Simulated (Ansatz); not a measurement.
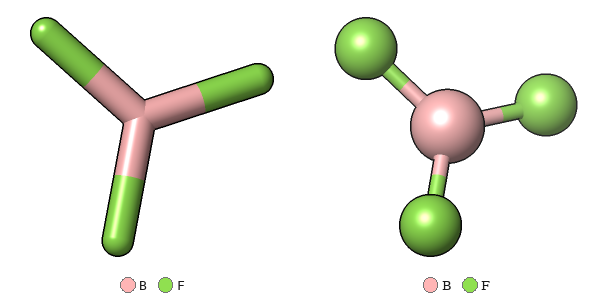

Two views of one molecule.

**Count the atoms of each element.**

BF₃, 4 atoms: 1 boron and 3 fluorine.

**What is the point group of this geometry?**

D3h.

The parts below concern this one geometry. Atoms keep their numbers from picture to picture. The computed structure is the end point of a PBE0-D4/def2-TZVP optimisation.

### Shape

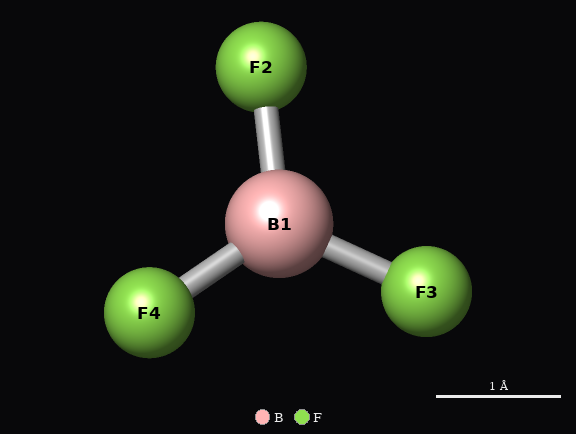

Atoms carry their numbers in the input.

**What is the geometry at B1?**

B1 has 3 neighbours (F2 at 1.31, F3 at 1.31, F4 at 1.31 Å); the arrangement is trigonal planar.

### Vibrations

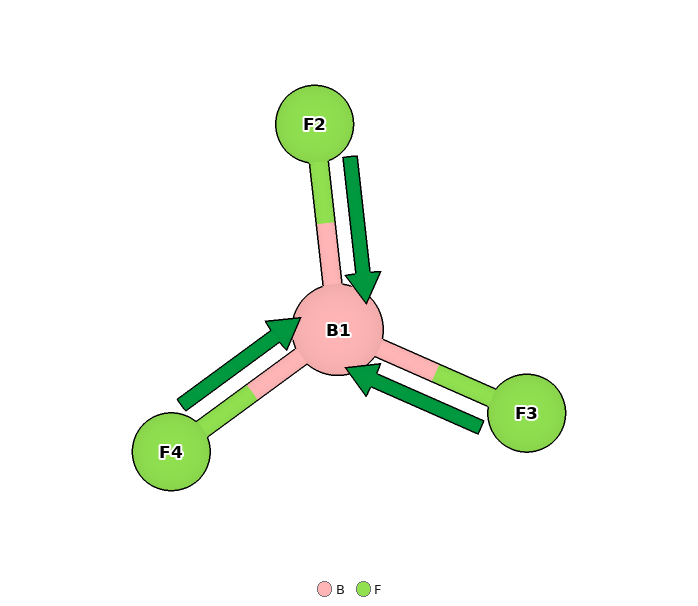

The arrows show one normal mode. Harmonic vibrations computed with RKS PBE0-D4/def2-TZVP (Ansatz 0.2.0) at a stationary point of the same level.

**Describe the motion.**

Mostly in-phase stretching of 3 B–F bonds.

**At what wavenumber does it lie?**

897 cm⁻¹; it is mode 4 of 6 counted from the lowest.

### Electronic properties

Properties computed with RKS PBE0-D4/def2-TZVPP (Ansatz 0.2.0).

**What is the HOMO–LUMO gap?**

12.68 eV.

**Give the HOMO energy (Kohn–Sham orbital) at this level.**

−12.22 eV.

### Charges

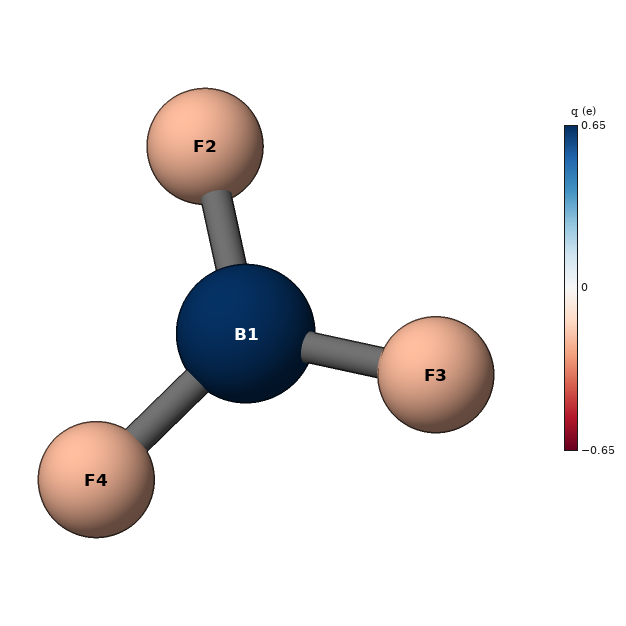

Atoms are coloured by their Mulliken charges. Method: RKS PBE0-D4/def2-TZVP (Ansatz 0.2.0).

List the Mulliken charges.

```
atom  value (e)
  B1       0.65
  F2      −0.22
  F3      −0.22
  F4      −0.22
```

Mulliken values depend strongly on the basis set and can even reverse the polarity of a bond.
